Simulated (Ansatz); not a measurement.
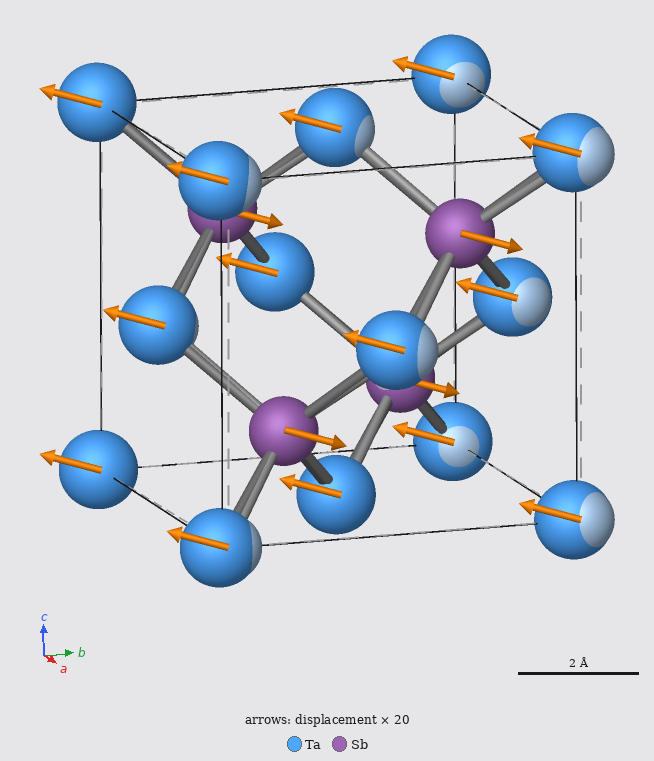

Crystalline TaSb (built on the zincblende type), drawn pale, and a changed version of it, drawn solid. The orange arrows show how the atoms are displaced (without the part that the change of the cell carries along), magnified 20 times. Besides, the cell is strained by +2.2 % along [2 −3 0], +0.5 % roughly along [−1 0 3], −1.3 % along [3 2 1] (volume +1.4 %). The picture is a ball-and-stick view of the conventional cell (4 times the calculation's cell), seen slightly off an axis. Lengths and directions refer to the drawn axes.

The calculation used DFT r2SCAN, scalar-relativistic, plane waves, PAW in Ansatz. (plane-wave cutoff 500 eV; k-point mesh 10 × 10 × 10; occupations gaussian; smearing width 0.05 eV; no spin polarisation)

### How are the atoms displaced, and what does the calculation give?

Atoms are displaced by 0.05 Å relative to the cell: Sb 0.05 Å along [1 3 −1], Ta 0.05 Å along [−1 −3 1]. No relaxation follows. Near-neighbour distances before and after: Sb–Ta 2.705 → 2.620 to 2.792 Å. The space group (tolerance 0.01 Å) goes from F-43m (No. 216) to P1 (No. 1). The energy rises by 33.9 meV per atom. The pressure goes from 0.0 to −0.6 GPa. The principal stresses (compression positive) are 4.8 GPa along [2 1 2], −1.6 GPa along [1 −2 0], −5.1 GPa along [3 1 −3]. The largest forces, 1.2 eV/Å, act on Ta and Sb; on the Ta atom it points along [1 2 1]. The forces mostly point back along the displacements (cosine −0.82).
